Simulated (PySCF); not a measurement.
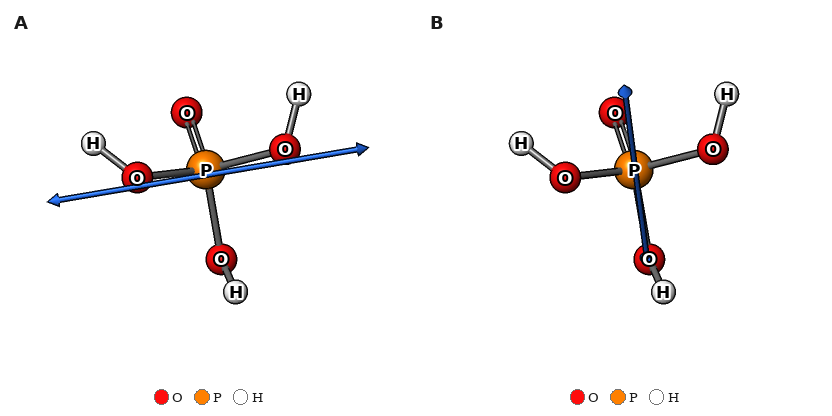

The double arrows show the directions of two transition dipoles from the ground state (lengths mean nothing). The computed structure is the end point of a GFN2-xTB optimisation. No frequency run is at hand to confirm it as a minimum. Method: TDDFT CAM-B3LYP/def2-SVPD, vertical, gas phase, core orbitals frozen in the response (PySCF 2.14.0).

One belongs to singlet state 1 and one to singlet state 2. Which is which?

Answer. A: state 1, 7.76 eV (160 nm), oscillator strength 0.029, mainly HOMO → LUMO (weight 0.91).
B: state 2, 7.99 eV (155 nm), oscillator strength 0.021, mainly HOMO−1 → LUMO (weight 0.90).

The geometry is semi-empirical. Around P such bond lengths and angles can be off by a tenth of an ångström or more and by several degrees, and values that hang on the shape move with them.
